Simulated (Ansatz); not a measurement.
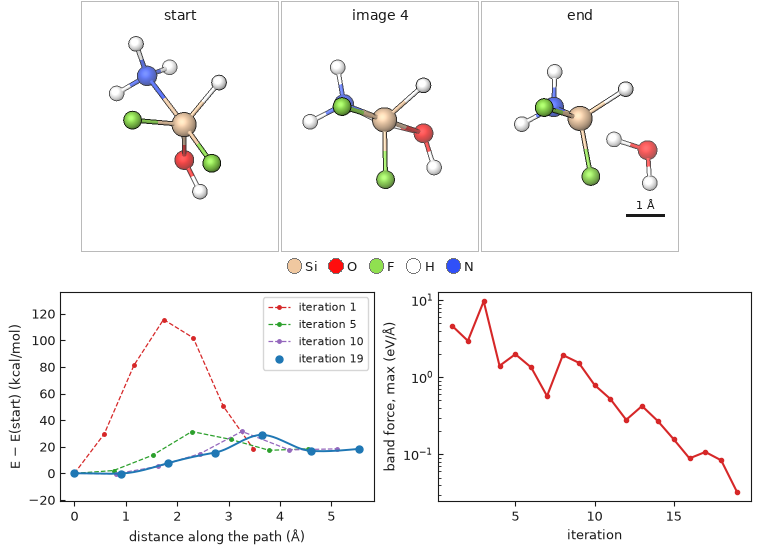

A search for the minimum-energy path of SiNH5OF2 by the nudged elastic band. Images are numbered from 0 (start) to 6 (end). The plot follows the band through its iterations. Style: ball-and-stick. Shown from a free direction.

All numbers below come from RKS PBE0-D4/def2-SVP in Ansatz 0.2.0.

Input file:
```yaml
crystal:
  periodic: [false, false, false]
  atoms:
    - {symbol: Si, position_ang: [0.673127, 0.378880, 0.312794]}
    - {symbol: O, position_ang: [0.640564, -1.262322, 0.509610]}
    - {symbol: F, position_ang: [-0.285300, 1.258093, 1.259255]}
    - {symbol: F, position_ang: [2.068719, 0.671375, 1.101363]}
    - {symbol: H, position_ang: [1.044895, 0.993582, -0.978294]}
    - {symbol: H, position_ang: [-0.994167, -0.663998, -1.476905]}
    - {symbol: N, position_ang: [-1.158007, -0.053711, -0.684264]}
    - {symbol: H, position_ang: [1.405972, -1.572400, 0.999195]}
    - {symbol: H, position_ang: [-1.772381, -0.537339, -0.037904]}
    - {symbol: H, position_ang: [-1.623423, 0.787741, -1.004849]}
basis:
  gaussian: {orbitals: def2-SVP}
hamiltonian: {xc: pbe0, dispersion: d4}
neb:
  images: 5
  climbing: true
  max_iterations: 40
  initial_path: idpp
  final_atoms:
    - {symbol: Si, position_ang: [0.196378, 1.121115, 0.345452]}
    - {symbol: O, position_ang: [0.937272, -2.058297, -0.704142]}
    - {symbol: F, position_ang: [-0.261462, 2.521492, 0.938344]}
    - {symbol: F, position_ang: [0.823557, 0.345561, 1.579555]}
    - {symbol: H, position_ang: [1.191649, 1.362122, -0.703943]}
    - {symbol: H, position_ang: [0.141924, -1.535775, -0.534153]}
    - {symbol: N, position_ang: [-1.086986, 0.175998, -0.247515]}
    - {symbol: H, position_ang: [1.324379, -2.201330, 0.162483]}
    - {symbol: H, position_ang: [-1.859405, -0.068516, 0.354739]}
    - {symbol: H, position_ang: [-1.407307, 0.337531, -1.190820]}
```

Run as
```bash
ansatz run in.yaml --threads 4 --pin off --events-out ev --progress --plain --max-ram 9574MiB
```

How did the profile develop, and is the result final?

Answer. The run is converged, with reservations. The band converged in 19 iterations. The largest component of the band force went from 4.7 to 0.033 eV/Å. The climbing image converged on the top of the path. Its curvatures weren't checked. The largest force component is 0.84 eV/Å at the start and 1.08 eV/Å at the end; an end with forces this large is no minimum, and the barrier measured from it can be far off. The first iteration put the highest image at 115.7 kcal/mol. Relative to the start the highest point is image 4 at +28.9 kcal/mol and the end lies at +18.4 kcal/mol, but the profile dips to +16.9 kcal/mol at image 5 on the way, so an end point isn't at the bottom of its valley along this path.
